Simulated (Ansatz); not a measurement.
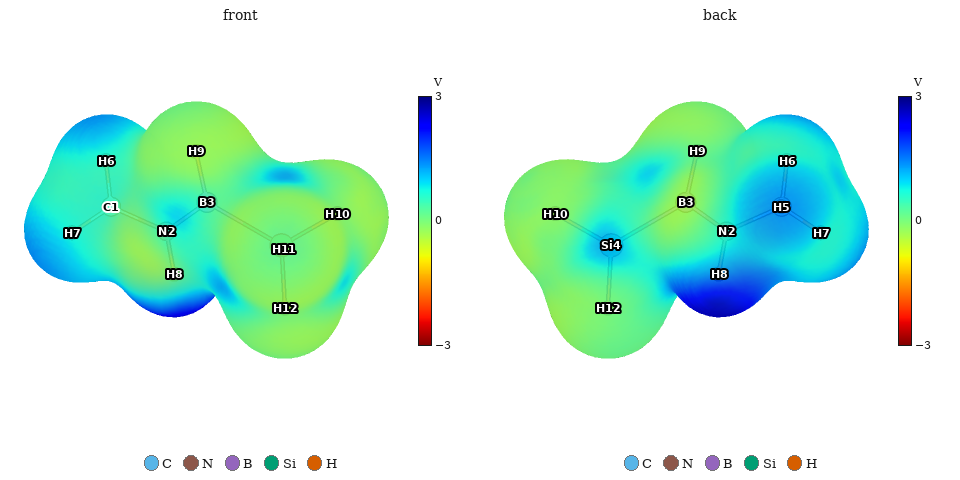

CH₈BNSi (SMILES CNB[SiH3]). The molecular electrostatic potential painted on the density surface at 0.004 e/bohr³, seen from the front and from behind; red is negative and blue positive.

Geometry: PBE0-D4/def2-TZVP.

These are results of RKS PBE0-D4/def2-TZVPP in Ansatz, not measurements.

Input

```
crystal:
  periodic: [false, false, false]
  atoms:
    - {symbol: C, position_ang: [-0.536749, 2.038206, 0.289886]}
    - {symbol: N, position_ang: [-0.440096, 0.595162, 0.262751]}
    - {symbol: B, position_ang: [0.554774, -0.161793, -0.330249]}
    - {symbol: Si, position_ang: [0.493299, -2.173275, -0.246810]}
    - {symbol: H, position_ang: [-1.456057, 2.384455, -0.191785]}
    - {symbol: H, position_ang: [0.313745, 2.460033, -0.244291]}
    - {symbol: H, position_ang: [-0.526134, 2.418449, 1.315737]}
    - {symbol: H, position_ang: [-1.199887, 0.131883, 0.739297]}
    - {symbol: H, position_ang: [1.440775, 0.427741, -0.887044]}
    - {symbol: H, position_ang: [0.447215, -2.781084, -1.608214]}
    - {symbol: H, position_ang: [1.694597, -2.733916, 0.436981]}
    - {symbol: H, position_ang: [-0.708482, -2.660959, 0.497540]}
basis:
  gaussian: {orbitals: def2-TZVPP}
hamiltonian: {xc: pbe0, dispersion: d4}
output: {orbitals: {seedname: orbitals}}
```

Run with:

```sh
ansatz run in.yaml --threads 2 --pin off --events-out ev --progress --plain --max-ram 4352MiB
```

Which sites attract a positive test charge, and which a negative one?

Answer. A positive charge is drawn to the negative regions and a negative charge to the positive ones. The most negative region (about −0.3 V) lies over N2, H9, H10 and H11, the most positive (about +2.6 V) over H8.
